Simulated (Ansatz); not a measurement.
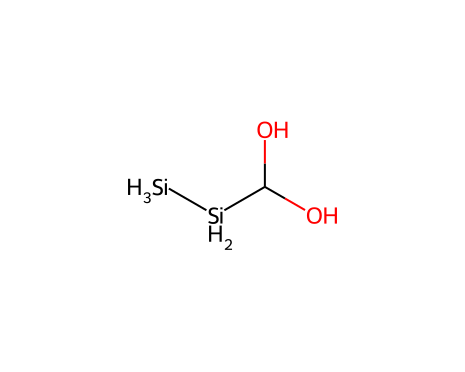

The drawing above gives the connectivity. The geometry was computed by an optimisation with PBE-D4/def2-SVP. No frequency run is at hand to confirm it as a minimum.

Describe the 3D structure.

Formula CH8O2Si2. Its SMILES string is `OC(O)[SiH2][SiH3]`. It has no ring. Among its groups: alcohol, Si–H bond. The point group is C1. Coordination: 2 O bent; 1 C tetrahedral; 2 Si tetrahedral.

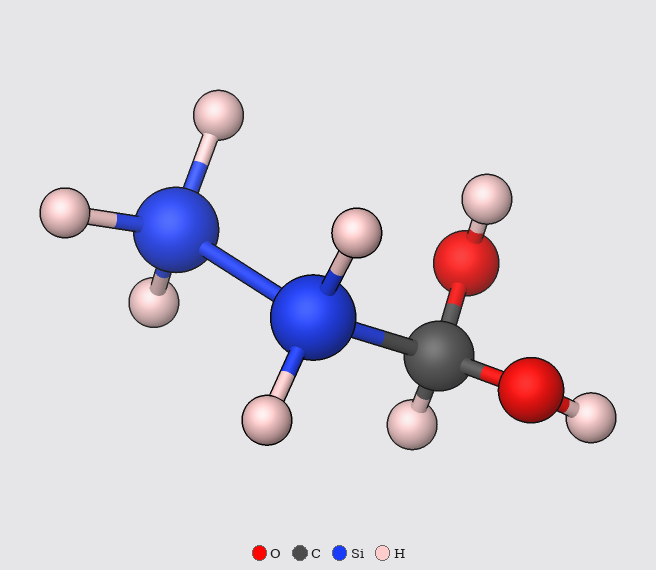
